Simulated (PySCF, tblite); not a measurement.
# C₄H₆BF₂ radical: geometry, infrared bands and EPR parameters

Wanted: the infrared bands and EPR parameters of C₄H₆BF₂ radical (`C/C([B]F)=C/CF`), by calculation.

Computed with tblite 0.8.0 and PySCF 2.14.0, with density-fitted response routines of our own, on a single molecule in the gas phase. Atoms count from 0, in the outputs and in this text.

### 1 The molecule as given

13 atoms, charge 0, multiplicity 2; geometry from: force field or distance geometry start.

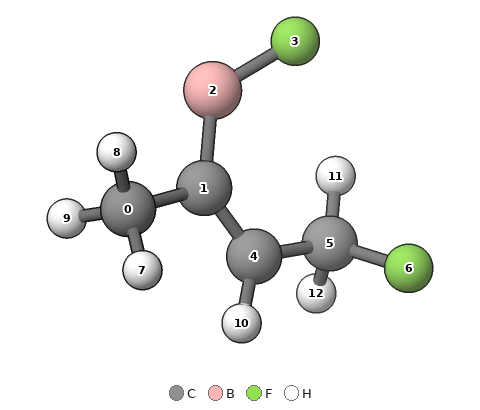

The starting geometry (carbon grey, boron pink, fluorine green, hydrogen white), atoms numbered.

### 2 Optimising the geometry with GFN2-xTB

Job settings and geometry (Å):

```
{"job": {"kind": "relax", "xc": "GFN2-xTB", "basis": "xTB"}, "charge": 0, "multiplicity": 2}
C      1.960600    -0.201500     0.023300
C      0.516000     0.273800    -0.048200
B      0.265800     1.762300     0.170900
F     -0.724800     2.590100    -0.488100
C     -0.389800    -0.649900    -0.258000
C     -1.817600    -0.296900    -0.347900
F     -2.271000    -0.648800    -1.605400
H      2.109100    -1.143400    -0.530200
H      2.652400     0.557200    -0.386000
H      2.170400    -0.337400     1.113100
H     -0.090700    -1.683200    -0.398000
H     -2.056900     0.741700    -0.126400
H     -2.327900    -0.963600     0.418100
```

Started as:

```sh
OMP_NUM_THREADS=1 python probes_run.py task.json out
```

One launch serves the whole session: the jobs run in the order shown.

The program printed:

```text
step      E/eV     max force
  0    -604.81473    3.322
  1    -605.14714    1.636
  2    -605.20990    2.283
  3    -605.26838    0.625
  4    -605.30802    0.424
  5    -605.33876    0.552
  6    -605.35128    0.331
  7    -605.36521    0.292
  8    -605.37417    0.303
  9    -605.38240    0.225
 10    -605.38729    0.215
 11    -605.39192    0.212
 12    -605.39617    0.223
 13    -605.40063    0.220
 14    -605.40557    0.261
 15    -605.41157    0.255
 16    -605.41865    0.202
 17    -605.42609    0.216
 18    -605.43297    0.259
 19    -605.43917    0.226
 20    -605.44404    0.166
 21    -605.44745    0.316
 22    -605.44720    0.377
 23    -605.45249    0.158
 24    -605.45464    0.188
 25    -605.45753    0.180
 26    -605.45918    0.115
 27    -605.46065    0.081
 28    -605.46140    0.063
 29    -605.46206    0.070
 30    -605.46269    0.093
 31    -605.46326    0.099
 32    -605.46383    0.083
 33    -605.46457    0.071
 34    -605.46522    0.064
 35    -605.46611    0.072
 36    -605.46671    0.056
 37    -605.46718    0.051
 38    -605.46767    0.055
 39    -605.46830    0.056
 40    -605.46884    0.050
 41    -605.46912    0.057
 42    -605.46924    0.046
 43    -605.46937    0.032
 44    -605.46953    0.045
 45    -605.46971    0.049
 46    -605.46980    0.034
 47    -605.46990    0.030
 48    -605.47004    0.029
 49    -605.47024    0.047
 50    -605.47042    0.051
 51    -605.47054    0.039
 52    -605.47064    0.027
 53    -605.47075    0.029
 54    -605.47093    0.036
 55    -605.47113    0.038
 56    -605.47131    0.034
 57    -605.47147    0.046
 58    -605.47168    0.074
 59    -605.47197    0.082
 60    -605.47222    0.058
 61    -605.47240    0.032
 62    -605.47256    0.031
 63    -605.47276    0.045
 64    -605.47300    0.048
 65    -605.47325    0.046
 66    -605.47352    0.048
 67    -605.47387    0.045
 68    -605.47428    0.042
 69    -605.47478    0.063
 70    -605.47540    0.080
 71    -605.47618    0.093
 72    -605.47707    0.086
 73    -605.47651    0.222
 74    -605.47843    0.114
 75    -605.47896    0.087
 76    -605.47968    0.164
 77    -605.48041    0.053
 78    -605.48075    0.046
 79    -605.48130    0.077
 80    -605.48148    0.058
 81    -605.48198    0.041
 82    -605.48231    0.047
 83    -605.48262    0.042
 84    -605.48290    0.047
 85    -605.48321    0.040
 86    -605.48350    0.060
 87    -605.48377    0.050
 88    -605.48402    0.051
 89    -605.48432    0.048
 90    -605.48456    0.043
 91    -605.48493    0.042
 92    -605.48528    0.051
 93    -605.48556    0.042
 94    -605.48573    0.040
 95    -605.48586    0.025
 96    -605.48592    0.022
 97    -605.48596    0.018
 98    -605.48598    0.016
 99    -605.48602    0.018
100    -605.48606    0.017
101    -605.48608    0.011
102    -605.48611    0.009
```

It took 0.42 s on 1 thread of Arm Neoverse V2, shared host.

Step by step: (not every step is listed)

```csv
step,energy from step 0 (eV),largest force (eV/Å)
0,0.0000,3.3216
1,-0.3324,1.6365
2,-0.3952,2.2829
3,-0.4536,0.6254
4,-0.4933,0.4237
5,-0.5240,0.5516
6,-0.5365,0.3307
7,-0.5505,0.2917
8,-0.5594,0.3028
16,-0.6039,0.2018
24,-0.6399,0.1882
32,-0.6491,0.0833
40,-0.6541,0.0499
48,-0.6553,0.0292
56,-0.6566,0.0340
64,-0.6583,0.0479
72,-0.6623,0.0857
80,-0.6667,0.0582
88,-0.6693,0.0510
96,-0.6712,0.0220
97,-0.6712,0.0184
98,-0.6712,0.0156
99,-0.6713,0.0181
100,-0.6713,0.0168
101,-0.6713,0.0112
102,-0.6714,0.0094
```

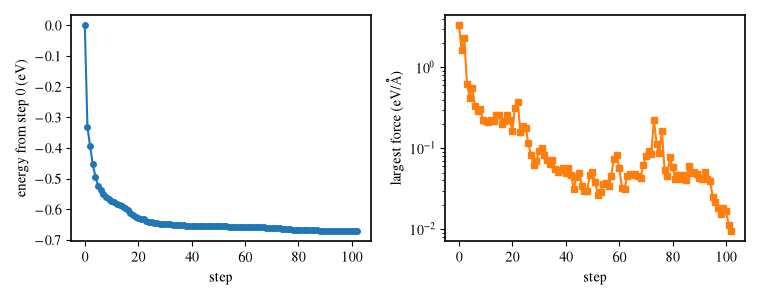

Energy and force, step by step.

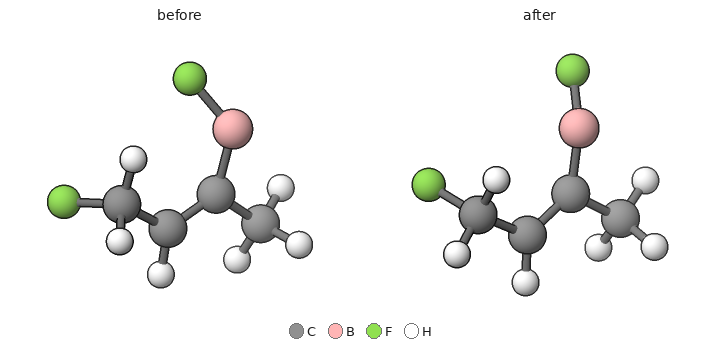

Before and after, at one scale.

Distances of close pairs at the start and the end, largest changes first:

```csv
bond,before (Å),after (Å),change (Å)
B2–F3,1.449,1.299,-0.151
C1–C4,1.311,1.370,+0.060
C1–B2,1.525,1.477,-0.048
C5–H12,1.137,1.094,-0.043
C0–H9,1.118,1.089,-0.029
C0–H8,1.105,1.087,-0.018
C0–H7,1.103,1.087,-0.016
C5–F6,1.382,1.395,+0.013
```

The end geometry stands in the next job.

### 3 Harmonic vibrations with GFN2-xTB

Job settings and geometry (Å):

```
{"job": {"kind": "ir", "xc": "GFN2-xTB", "basis": "xTB"}, "charge": 0, "multiplicity": 2}
C      1.921012    -0.069408     0.033274
C      0.449441     0.274042    -0.125633
B      0.119505     1.712797    -0.073206
F      0.172169     2.797517    -0.785059
C     -0.460223    -0.750969    -0.130226
C     -1.918623    -0.498205    -0.250530
F     -2.289535    -0.246883    -1.572006
H      2.173042    -0.884688    -0.639624
H      2.555148     0.783463    -0.195349
H      2.127629    -0.389105     1.053445
H     -0.124420    -1.774973    -0.143988
H     -2.211874     0.404395     0.302525
H     -2.517657    -1.357497     0.063657
```

The program printed:

```text
mode    cm-1     km/mol
  1      29.6      3.09
  2      44.9      0.31
  3      82.1      3.21
  4     130.9      3.33
  5     149.7      5.31
  6     223.6      5.17
  7     325.2     30.56
  8     398.2      3.29
  9     488.2      7.74
 10     535.9     16.24
 11     696.0     20.01
 12     721.9     30.73
 13     909.8     58.24
 14     939.1     68.49
 15    1004.7      0.65
 16    1022.5      3.26
 17    1097.2     17.66
 18    1128.8     42.31
 19    1225.8      1.67
 20    1258.4     60.53
 21    1311.4     15.85
 22    1386.3      6.66
 23    1426.3      1.79
 24    1463.4    179.61
 25    1476.1      0.94
 26    1482.2     14.37
 27    1525.8    171.51
 28    2892.4     37.85
 29    2956.7     29.03
 30    3008.4     24.72
 31    3039.6     20.45
 32    3042.0     12.25
 33    3100.1     14.10
```

Wall time 0.25 s (1 thread of Arm Neoverse V2, shared host).

Which atoms move in the most intense modes:

```csv
cm⁻¹,km/mol,atoms
722,30.7,"F3 23 %, B2 21 %, C0 15 %, C4 14 %"
910,58.2,"C5 36 %, F6 17 %, H12 14 %"
939,68.5,"C5 41 %, F6 20 %"
1129,42.3,"C1 24 %, H10 14 %, C5 12 %"
1258,60.5,"H10 57 %, C1 15 %"
1463,179.6,"C4 36 %, B2 21 %, C1 20 %"
1526,171.5,"B2 41 %, C1 29 %, C4 13 %"
2892,37.9,H11 93 %
```

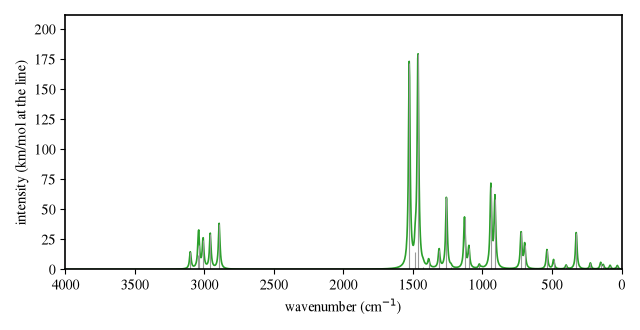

The infrared spectrum from these modes, unscaled. Lines are broadened to a width of 14 cm⁻¹ (Lorentzian).

### 4 EPR parameters: B3LYP/pcH-1

Settings changed since step 3:

```diff
@@ -1,2 +1,2 @@
-{"job": {"kind": "ir", "xc": "GFN2-xTB", "basis": "xTB"}, "charge": 0, "multiplicity": 2}
+{"job": {"kind": "epr", "basis": "pcH-1"}, "charge": 0, "multiplicity": 2}
 C      1.921012    -0.069408     0.033274
```

Level: UKS B3LYP, pcH-1 on B C F H, non-relativistic, mean-field spin-orbit, GIAO.

The program printed:

```text
UKS, coarse grid
  cycle   1  E = -380.43454922  |g| = 5.26e-01
  cycle   2  E = -380.25817678  |g| = 8.67e-01
  cycle   3  E = -380.54765247  |g| = 6.77e-02
  cycle   4  E = -380.54862103  |g| = 6.61e-02
  cycle   5  E = -380.55109167  |g| = 1.48e-02
  cycle   6  E = -380.55127594  |g| = 5.56e-03
  cycle   7  E = -380.55131888  |g| = 2.94e-03
  cycle   8  E = -380.55132622  |g| = 1.26e-03
  cycle   9  E = -380.55132701  |g| = 3.99e-04
UKS, final grid
  cycle   1  E = -380.55140913  |g| = 4.88e-04
  cycle   2  E = -380.55140905  |g| = 7.43e-04
  cycle   3  E = -380.55140929  |g| = 9.11e-05
  cycle   4  E = -380.55140930  |g| = 6.71e-05
  cycle   5  E = -380.55140931  |g| = 3.30e-05
  cycle   6  E = -380.55140931  |g| = 8.14e-06
E = -380.55140931 Eh   <S^2> = 0.7698 (exact 0.7500)
g shifts (ppm)      1          2          3
  rmc          -147       -147       -147
  gc             53         26         16
  oz_so       -3019         -8       1043
  total       -3113       -129        911
hyperfine (MHz)  atom isotope    a_iso     a_fc   dipolar eigenvalues
    0   13C       4.36       4.36     -1.38     -0.34      1.73
    1   13C      43.40      43.40    -28.94      4.49     24.46
    2   11B     267.47     267.47    -36.35    -33.57     69.92
    3   19F     255.64     255.64   -168.37   -143.59    311.96
    4   13C      30.34      30.34    -30.14    -28.36     58.50
    5   13C      -8.23      -8.23     -1.48     -0.30      1.78
    6   19F     121.11     121.11    -44.51    -38.43     82.94
    7    1H     -13.69     -13.69     -1.72     -1.03      2.74
    8    1H      -1.20      -1.20     -2.37     -2.02      4.39
    9    1H      -8.06      -8.06     -1.74     -0.90      2.64
   10    1H     -23.59     -23.59    -14.79     -0.76     15.55
   11    1H       1.81       1.81     -4.52      0.37      4.15
   12    1H       5.78       5.78     -2.71     -1.73      4.44
```

It took 50 s on 1 thread of Arm Neoverse V2, shared host; peak memory 0.91 GiB.

Principal g values 1.99921, 2.00219, 2.00323; g(iso) = 2.00154, against 2.00232 for a free electron.

Mean a(iso) over the nuclei that a row names, and the largest dipolar term of the row (other rows stand at the frozen geometry):

```csv
nuclei,isotope,a(iso) (MHz),"a(iso) (G, at g = 2.0023)",largest dipolar term (MHz)
B2,11B,267.5,95.4,69.9
F3,19F,255.6,91.2,312.0
F6,19F,121.1,43.2,82.9
C1,13C,43.4,15.5,-28.9
C4,13C,30.3,10.8,58.5
H10,1H,-23.6,-8.4,15.6
C5,13C,-8.2,-2.9,1.8
"H7, H8, H9",1H,-7.6,-2.7,4.4
C0,13C,4.4,1.6,1.7
"H11, H12",1H,3.8,1.4,-4.5
```

Mulliken spin populations:

C0 0.01; C1 -0.16; B2 0.75; F3 0.03; C4 0.38; C5 -0.01; F6 0.02; H7 -0.01; H8 0.00; H9 0.00; H10 -0.02; H11 0.01; H12 0.00

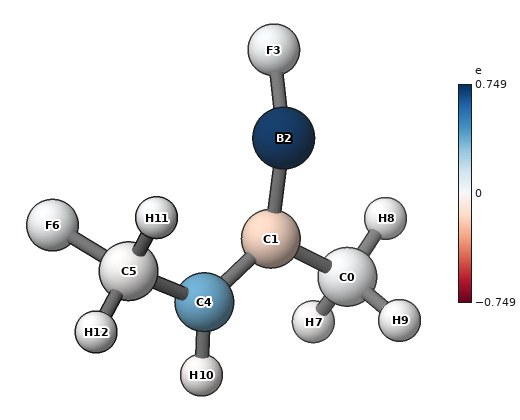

Mulliken spin populations, as colours on the atoms.

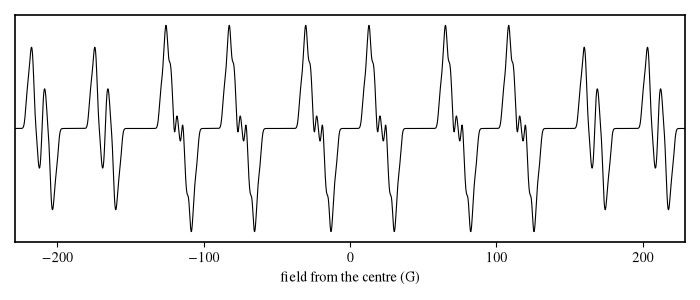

First-order isotropic spectrum (first derivative, main isotopes with spin only, couplings over 0.8 MHz, Gaussian width 1.1 G; couplings of the frozen geometry, rotation of groups not averaged beyond the rows shown).

The fields below are evaluated on a grid from the run's orbitals.

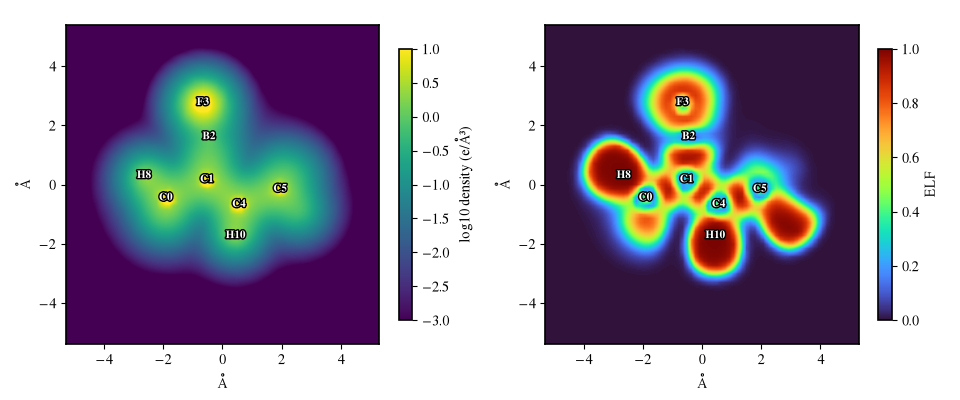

Density (left) and ELF (right) in a plane through or near 8 of the atoms.

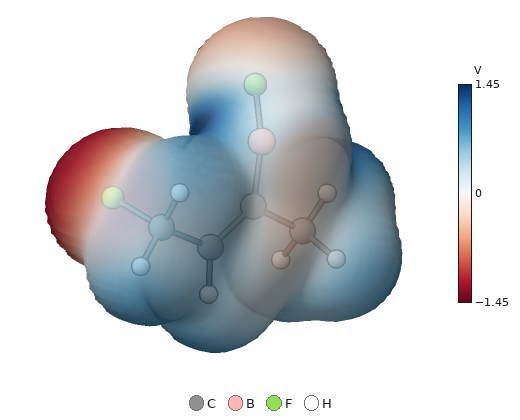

Electrostatic potential on the surface of density 0.002 e/bohr³; red is low, blue high. It runs from -1.25 V near F6 to 1.45 V near B2.

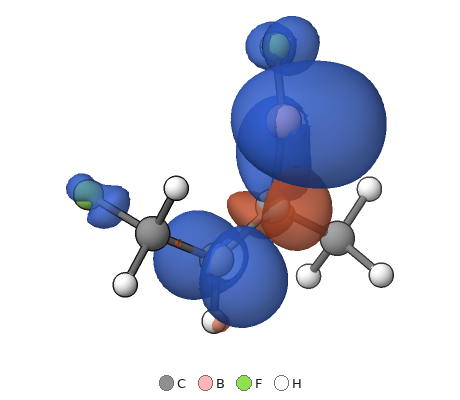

Spin density at ±0.02 e/Å³ (alpha excess blue, beta excess red).

### 5 What came out

```
                                 quantity                  value
strongest single infrared mode (GFN2-xTB)  1463 cm⁻¹, 180 km/mol
             zero-point energy (GFN2-xTB)          57.9 kcal/mol
                           g(iso) (B3LYP)                2.00154
                                     ⟨S²⟩     0.770 (exact 0.75)
       largest a(iso) (averaged by class)   11B on B2, 267.5 MHz
    surface potential, least and greatest     -1.25 V and 1.45 V
```

**Reading.** Relaxing lowered the energy by 0.671 eV in 102 steps; the close pair that moved most is B2–F3, from 1.449 to 1.299 Å. All 33 modes are real, so the xTB geometry is a minimum. The strongest single mode, at 1463 cm⁻¹, has its largest shares on C4, B2 and C1 (the list is cut at 3 atoms). GFN2-xTB is a fitted tight-binding method: band positions and strengths are rough. Its intensities can rank the bands wrongly. The largest share of the spin, 0.75 e, sits on B2. The isotropic g lies 0.8 ppt below the free-electron value.
